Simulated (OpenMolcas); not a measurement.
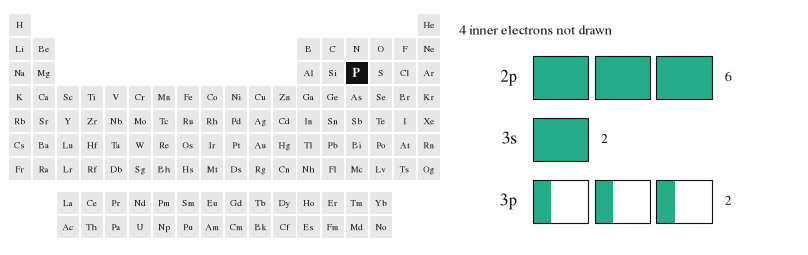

Left, the place of phosphorus in the periodic table; right, the outer shells of the leading configuration of the lowest level: a box for each of the 2l + 1 orbitals, shaded by the share of the shell that is filled, with the electron count at the right.

# Multiconfigurational calculation: P⁺ (part 1 of 2)

- system: P⁺.
- method: state-averaged RASSCF, active space 2 electrons in the shells 3p 3d 4s; RAS3 3d 4s with at most 1 electron, basis ANO-RCC, DKH2 scalar Hamiltonian, spin-orbit coupling by RASSI with atomic mean-field integrals (OpenMolcas)

### Results in brief

- outcome: converged
- lowest level: 3p² ³P₀
- first excited level: 3p² ³P₁, 146 cm⁻¹ (measured: 165)
- energy of the lowest spin-free term: −341.16554 hartree
- energy of the lowest spin-orbit level: −341.16684 hartree
- largest spread among components of a term: 0.0 cm⁻¹
- hardware: 1 thread of Intel Xeon (Granite Rapids), 128 GiB of memory available, shared host
- wall time: 20 s

### Notes

Against measured levels the run misses widely: 3s2 3p2 1S J = 0 comes out at 28,342 cm⁻¹ where 21,576 cm⁻¹ is measured. Without dynamic correlation the gaps between configurations can be off by an electronvolt or more. To bear in mind: closed s shell leaves the highest p terms too high; only configurations of the active space are included.

### Input
```
&GATEWAY
Coord
1

P 0.0 0.0 0.0
Basis=ANO-RCC
Group=XYZ
NoMove
AngMom=0.0 0.0 0.0
AMFI
&SEWARD
&RASSCF
FileOrb=start.orb
Symmetry=1
Spin=3
nActEl=2 0 1
Inactive=3 3
Ras2=0 3
Ras3=6 0
CIRoot=3 3 1
SDav=3
CIMx=300
Iter=120 100
PrWF=0.3
OrbListing=Nothing
MaxOrb=0
Thrs=2.0e-7 1.0e-1 5.0e-4
Atom
>>> COPY $Project.JobIph JOB001
&RASSCF
FileOrb=start.orb
Symmetry=1
Spin=1
nActEl=2 0 1
Inactive=3 3
Ras2=0 3
Ras3=6 0
CIRoot=6 6 1
SDav=6
CIMx=300
Iter=120 100
PrWF=0.3
OrbListing=Nothing
MaxOrb=0
Thrs=2.0e-7 1.0e-1 5.0e-4
Atom
>>> COPY $Project.JobIph JOB002
&RASSCF
FileOrb=start.orb
Symmetry=2
Spin=3
nActEl=2 0 1
Inactive=3 3
Ras2=0 3
Ras3=6 0
CIRoot=18 18 1
SDav=18
CIMx=300
Iter=120 100
PrWF=0.3
OrbListing=Nothing
MaxOrb=0
Thrs=2.0e-7 1.0e-1 5.0e-4
Atom
>>> COPY $Project.JobIph JOB003
&RASSCF
FileOrb=start.orb
Symmetry=2
Spin=1
nActEl=2 0 1
Inactive=3 3
Ras2=0 3
Ras3=6 0
CIRoot=18 18 1
SDav=18
CIMx=300
Iter=120 100
PrWF=0.3
OrbListing=Nothing
MaxOrb=0
Thrs=2.0e-7 1.0e-1 5.0e-4
Atom
>>> COPY $Project.JobIph JOB004
&RASSI
NrOfJobIphs=4 3 6 18 18
1 2 3
1 2 3 4 5 6
1 2 3 4 5 6 7 8 9 10 11 12 13 14 15 16 17 18
1 2 3 4 5 6 7 8 9 10 11 12 13 14 15 16 17 18
IphNames
JOB001
JOB002
JOB003
JOB004
EJob
SpinOrbit
DIPRint=1.0
SOCoupling=1000.0
Subsets=2
MEES
Property=10
'ANGMOM' 1 'ANGMOM' 2 'ANGMOM' 3 'MLTPL  1' 1 'MLTPL  1' 2 'MLTPL  1' 3
'AMFI' 1 'AMFI' 2 'AMFI' 3 'MLTPL  2' 6
SOProperty=3
'ANGMOM' 1 'ANGMOM' 2 'ANGMOM' 3
```

The file start.orb holds starting orbitals from an earlier step. A driver script formed the levels outside the program, from RASSI's spin-orbit matrix and the active-space energies, averaged over the components of each term or state.

Run as:
```bash
OMP_NUM_THREADS=1 MOLCAS_MEM=2252 MOLCAS_PROJECT=a pymolcas a.inp > a.log  # once for each step of the input, in one work folder
```

### Log (extracts)
```
--- SEWARD ---
Basis set label: P.ANO-RCC.........

      Electronic valence basis set:
      ------------------
      Associated Effective Charge  15.000000 au
      Associated Actual Charge     15.000000 au
      Nuclear Model: Point charge

      Shell  nPrim  nBasis  Cartesian Spherical Contaminant
         s      17       8        X
         p      12       7        X
         d       5       5                 X
         f       4       4                 X
         g       2       2                 X
                  Relativistic Douglas-Kroll-Hess integrals:
                    - DKH order of Hamiltonian: 2
                    - DKH order of Properties : 0
                  Atomic mean-field integrals
--- RASSCF ---
Wave function specifications:
      -----------------------------

      Number of closed shell electrons          12
      Number of electrons in active shells       2
      Max number of holes in RAS1 space          0
      Max nr of electrons in RAS3 space          1
      Number of inactive orbitals                6
      Number of active orbitals                  9
      Number of secondary orbitals              85
      Spin quantum number                      1.0
      State symmetry                             1
Orbital specifications:
      -----------------------

      Symmetry species                           1   2
                                                ag  au
      Frozen orbitals                            0   0
      Inactive orbitals                          3   3
      Active orbitals                            6   3
      RAS1 orbitals                              0   0
      RAS2 orbitals                              0   3
      RAS3 orbitals                              6   0
      Secondary orbitals                        42  43
      Deleted orbitals                           0   0
      Number of basis functions                 51  49
      Number of CSFs                             3
      Number of root(s) required                 3
      Iter CI   SX   CI       RASSCF       Energy    max ROT     max BLB   max BLB  Level Ln srch  Step   QN
          iter iter root      energy       change     param      element    value   shift minimum  type update
 Nr of preliminary CI iterations:   1
 ###############################################################################
 ###############################################################################
 ###                                                                         ###
 ###                                                                         ###
 ###    WARNING: Problems in orbital optimization.                           ###
 ###                                                                         ###
 ###                                                                         ###
 ###############################################################################
 ###############################################################################
  Warning: In symmetry  1, orbital p=   4 has diagonal density matrix element D(p,p) close to zero. D(p,p)=  0.000000E+00
  Warning: In symmetry  1, orbital p=   5 has diagonal density matrix element D(p,p) close to zero. D(p,p)=  0.000000E+00
        ...
  Warning: In symmetry  1, orbital p=   7 has diagonal density matrix element D(p,p) close to zero. D(p,p)=  0.000000E+00
  Warning: In symmetry  1, orbital p=   8 has diagonal density matrix element D(p,p) close to zero. D(p,p)=  0.000000E+00
  Warning: In symmetry  1, orbital p=   9 has diagonal density matrix element D(p,p) close to zero. D(p,p)=  0.000000E+00
        4   1    4    0  -341.16554030   -2.81E-11   1.05E-06    3   9 1  2.62E-06   0.50   0.00    SX    NO
      Convergence after  4 iterations
        5   1    4    0  -341.16554030   -6.54E-12   1.05E-06    3   9 1  1.32E-06   0.50   0.00    SX    NO
      Natural orbitals and occupation numbers for root  1
      sym 1:   0.000000   0.000000   0.000000   0.000000   0.000000   0.000000
      sym 2:   0.000000   1.000000   1.000000
      Natural orbitals and occupation numbers for root  2
      sym 1:   0.000000   0.000000   0.000000   0.000000   0.000000   0.000000
      sym 2:   1.000000   1.000000   0.000000
      Natural orbitals and occupation numbers for root  3
      sym 1:   0.000000   0.000000   0.000000   0.000000   0.000000   0.000000
      sym 2:   1.000000   0.000000   1.000000
::    RASSCF root number  1 Total energy:   -341.16554030
::    RASSCF root number  2 Total energy:   -341.16554030
::    RASSCF root number  3 Total energy:   -341.16554030
--- RASSCF ---
Wave function specifications:
      -----------------------------

      Number of closed shell electrons          12
      Number of electrons in active shells       2
      Max number of holes in RAS1 space          0
      Max nr of electrons in RAS3 space          1
      Number of inactive orbitals                6
      Number of active orbitals                  9
      Number of secondary orbitals              85
      Spin quantum number                      0.0
      State symmetry                             1
Orbital specifications:
      -----------------------

      Symmetry species                           1   2
                                                ag  au
      Frozen orbitals                            0   0
      Inactive orbitals                          3   3
      Active orbitals                            6   3
      RAS1 orbitals                              0   0
      RAS2 orbitals                              0   3
      RAS3 orbitals                              6   0
      Secondary orbitals                        42  43
      Deleted orbitals                           0   0
      Number of basis functions                 51  49
      Number of CSFs                             6
      Number of root(s) required                 6
      Iter CI   SX   CI       RASSCF       Energy    max ROT     max BLB   max BLB  Level Ln srch  Step   QN
          iter iter root      energy       change     param      element    value   shift minimum  type update
 Nr of preliminary CI iterations:   1
 ###############################################################################
 ###############################################################################
 ###                                                                         ###
 ###                                                                         ###
 ###    WARNING: Problems in orbital optimization.                           ###
 ###                                                                         ###
 ###                                                                         ###
 ###############################################################################
 ###############################################################################
  Warning: In symmetry  1, orbital p=   4 has diagonal density matrix element D(p,p) close to zero. D(p,p)=  0.000000E+00
  Warning: In symmetry  1, orbital p=   5 has diagonal density matrix element D(p,p) close to zero. D(p,p)=  0.000000E+00
        ...
  Warning: In symmetry  1, orbital p=   7 has diagonal density matrix element D(p,p) close to zero. D(p,p)=  0.000000E+00
  Warning: In symmetry  1, orbital p=   8 has diagonal density matrix element D(p,p) close to zero. D(p,p)=  0.000000E+00
  Warning: In symmetry  1, orbital p=   9 has diagonal density matrix element D(p,p) close to zero. D(p,p)=  0.000000E+00
        7   1    7    0  -341.10122901   -3.69E-08   4.20E-05    3   9 1  7.66E-05   0.50   1.64    QN   YES
      Convergence after  7 iterations
        8   1    7    0  -341.10122902   -7.08E-09   4.20E-05    3  10 1  7.37E-06   0.50   1.64    QN   YES
      Natural orbitals and occupation numbers for root  1
      sym 1:   0.000000   0.000000   0.000000   0.000000   0.000000   0.000000
      sym 2:   0.002449   1.048221   0.949330
      Natural orbitals and occupation numbers for root  2
      sym 1:   0.000000   0.000000   0.000000   0.000000   0.000000   0.000000
      sym 2:   1.012675   0.987163   0.000163
      Natural orbitals and occupation numbers for root  3
      sym 1:   0.000000   0.000000   0.000000   0.000000   0.000000   0.000000
      sym 2:   1.225814   0.701496   0.072690
::    RASSCF root number  1 Total energy:   -341.11392836
::    RASSCF root number  2 Total energy:   -341.11392836
::    RASSCF root number  3 Total energy:   -341.11392836
::    RASSCF root number  4 Total energy:   -341.11392836
::    RASSCF root number  5 Total energy:   -341.11392836
::    RASSCF root number  6 Total energy:   -341.03773233
--- RASSCF ---
Wave function specifications:
      -----------------------------

      Number of closed shell electrons          12
      Number of electrons in active shells       2
      Max number of holes in RAS1 space          0
      Max nr of electrons in RAS3 space          1
      Number of inactive orbitals                6
      Number of active orbitals                  9
      Number of secondary orbitals              85
      Spin quantum number                      1.0
      State symmetry                             2
Orbital specifications:
      -----------------------

      Symmetry species                           1   2
                                                ag  au
      Frozen orbitals                            0   0
      Inactive orbitals                          3   3
      Active orbitals                            6   3
      RAS1 orbitals                              0   0
      RAS2 orbitals                              0   3
      RAS3 orbitals                              6   0
      Secondary orbitals                        42  43
      Deleted orbitals                           0   0
      Number of basis functions                 51  49
      Number of CSFs                            18
      Number of root(s) required                18
      Iter CI   SX   CI       RASSCF       Energy    max ROT     max BLB   max BLB  Level Ln srch  Step   QN
          iter iter root      energy       change     param      element    value   shift minimum  type update
 Nr of preliminary CI iterations:   1
        1   1    7    0  -340.74838293    0.00E+00   7.98E-06    3   9 1 -9.92E-06   0.00   0.00    SX    NO
        2   1    4    0  -340.74838293   -1.19E-10   1.52E-06    3   9 1 -2.66E-06   0.00   0.00    SX    NO
        3   1    3    0  -340.74838293   -6.93E-12   8.49E-07    3   9 1 -5.22E-07   0.00   0.00    SX    NO
        4   1    2    0  -340.74838293   -7.96E-13   2.28E-07    3  10 1  1.45E-07   0.00   0.00    SX    NO
      Convergence after  4 iterations
        5   1    2    0  -340.74838293    5.68E-14   2.28E-07    3  13 1 -1.17E-07   0.00   0.00    SX    NO
      Natural orbitals and occupation numbers for root  1
      sym 1:   0.003460   0.003460  -0.000000   0.000000   0.000000   0.993080
      sym 2:   0.003460   0.993080   0.003460
      Natural orbitals and occupation numbers for root  2
      sym 1:  -0.000000   0.003460  -0.000000   0.003460  -0.000000   0.993080
      sym 2:   0.993080   0.003460   0.003460
      Natural orbitals and occupation numbers for root  3
      sym 1:   0.003460   0.000000  -0.000000   0.003460  -0.000000   0.993080
      sym 2:   0.003460   0.003460   0.993080
::    RASSCF root number  1 Total energy:   -340.77470147
::    RASSCF root number  2 Total energy:   -340.77470147
::    RASSCF root number  3 Total energy:   -340.77470147
::    RASSCF root number  4 Total energy:   -340.77144972
::    RASSCF root number  5 Total energy:   -340.77144972
::    RASSCF root number  6 Total energy:   -340.77144972
::    RASSCF root number  7 Total energy:   -340.77144972
::    RASSCF root number  8 Total energy:   -340.77144972
::    RASSCF root number  9 Total energy:   -340.77144972
::    RASSCF root number 10 Total energy:   -340.77144972
::    RASSCF root number 11 Total energy:   -340.72081597
::    RASSCF root number 12 Total energy:   -340.72081597
::    RASSCF root number 13 Total energy:   -340.72081597
::    RASSCF root number 14 Total energy:   -340.71683849
::    RASSCF root number 15 Total energy:   -340.71683849
::    RASSCF root number 16 Total energy:   -340.71683849
::    RASSCF root number 17 Total energy:   -340.71683849
::    RASSCF root number 18 Total energy:   -340.71683849
--- RASSCF ---
Wave function specifications:
      -----------------------------

      Number of closed shell electrons          12
      Number of electrons in active shells       2
      Max number of holes in RAS1 space          0
      Max nr of electrons in RAS3 space          1
      Number of inactive orbitals                6
      Number of active orbitals                  9
      Number of secondary orbitals              85
      Spin quantum number                      0.0
      State symmetry                             2
Orbital specifications:
      -----------------------

      Symmetry species                           1   2
                                                ag  au
      Frozen orbitals                            0   0
      Inactive orbitals                          3   3
      Active orbitals                            6   3
      RAS1 orbitals                              0   0
      RAS2 orbitals                              0   3
      RAS3 orbitals                              6   0
      Secondary orbitals                        42  43
      Deleted orbitals                           0   0
      Number of basis functions                 51  49
      Number of CSFs                            18
      Number of root(s) required                18
      Iter CI   SX   CI       RASSCF       Energy    max ROT     max BLB   max BLB  Level Ln srch  Step   QN
          iter iter root      energy       change     param      element    value   shift minimum  type update
 Nr of preliminary CI iterations:   1
        1   1   16    0  -340.69652310    0.00E+00  -1.00E-01*   5  15 1  6.24E-03*  0.00   0.00    SX    NO
        2   1   17    0  -340.70583171   -9.31E-03* -1.37E-02    3  10 1 -1.03E-02*  0.00   0.00    SX    NO
        3   1   17    0  -340.70625455   -4.23E-04* -4.35E-03    3   9 1  2.70E-03*  0.00   0.00    SX    NO
        4   1   16    0  -340.70627880   -2.43E-05*  7.65E-04    3   9 1  8.76E-04*  0.00   0.00    SX    NO
        5   1   14    0  -340.70628036   -1.56E-06*  3.41E-04    3   9 1  2.06E-04   0.00   1.15    QN   YES
        6   1   10    0  -340.70628048   -1.17E-07  -5.03E-05    2  10 1 -1.37E-05   0.00   0.88    QN   YES
      Convergence after  6 iterations
        7   1   10    0  -340.70628048   -3.72E-09  -5.03E-05    2  10 1 -3.05E-06   0.00   0.88    QN   YES
      Natural orbitals and occupation numbers for root  1
      sym 1:  -0.000000   0.004940   0.004940  -0.000000  -0.000000   0.990121
      sym 2:   0.990121   0.004940   0.004940
      Natural orbitals and occupation numbers for root  2
      sym 1:   0.000000   0.000000   0.000000   0.004940   0.004940   0.990121
      sym 2:   0.004940   0.004940   0.990121
      Natural orbitals and occupation numbers for root  3
      sym 1:   0.004940  -0.000000  -0.000000   0.004940   0.000000   0.990121
      sym 2:   0.004940   0.990121   0.004940
::    RASSCF root number  1 Total energy:   -340.76393092
::    RASSCF root number  2 Total energy:   -340.76393092
::    RASSCF root number  3 Total energy:   -340.76393092
::    RASSCF root number  4 Total energy:   -340.74827246
::    RASSCF root number  5 Total energy:   -340.74827246
::    RASSCF root number  6 Total energy:   -340.74827246
::    RASSCF root number  7 Total energy:   -340.74827246
::    RASSCF root number  8 Total energy:   -340.74827246
::    RASSCF root number  9 Total energy:   -340.67028211
::    RASSCF root number 10 Total energy:   -340.67028211
::    RASSCF root number 11 Total energy:   -340.67028211
::    RASSCF root number 12 Total energy:   -340.66700675
::    RASSCF root number 13 Total energy:   -340.66700675
::    RASSCF root number 14 Total energy:   -340.66700675
::    RASSCF root number 15 Total energy:   -340.66700675
::    RASSCF root number 16 Total energy:   -340.66700675
::    RASSCF root number 17 Total energy:   -340.66700675
::    RASSCF root number 18 Total energy:   -340.66700675
```

(Continued in part 2.)
